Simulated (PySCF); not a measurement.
System: ClOPb (charge +1).

```yaml
atoms:
  - { symbol: Pb, position_ang: [0.1197, 0.0000, 0.3540] }
  - { symbol: O, position_ang: [2.0110, 0.0000, 0.2032] }
  - { symbol: Cl, position_ang: [-2.2137, 0.0000, 0.5537] }
```

Core potentials replace the inner electrons of Pb.

These are results of RKS PBE0, Pb def2-SVP with ECP60, O def2-SVP, Cl def2-SVP; non-relativistic Hamiltonian with scalar-relativistic core potentials where named; density fitting in PySCF, not measurements.

What will maps of the electron density and electron localisation function show?

Answer. Pb–O (1.90 Å): ρ at the midpoint is about 1.1 e/Å³, with its minimum of 0.97 e/Å³ about 1.0 Å from Pb; the ELF peaks at about 0.55 in the valence shell of O, 0.5 Å from its nucleus, and drops to about 0.25 between the two atoms.
Pb–Cl (2.34 Å): ρ at the midpoint is about 0.61 e/Å³; the ELF peaks at about 0.75 in the valence shell of Cl, 0.9 Å from its nucleus, and is about 0.35 at the midpoint.

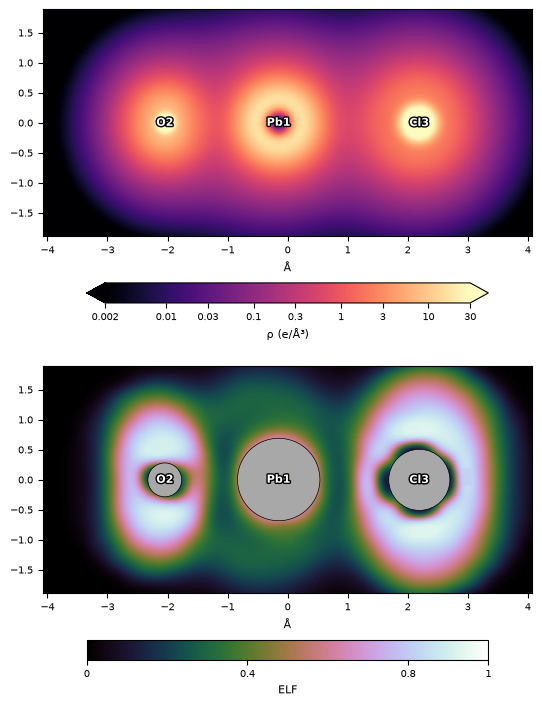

Computed electron density and electron localisation function on a plane that holds the molecular axis, in this order. Grey discs cover the atomic cores in the ELF map. 
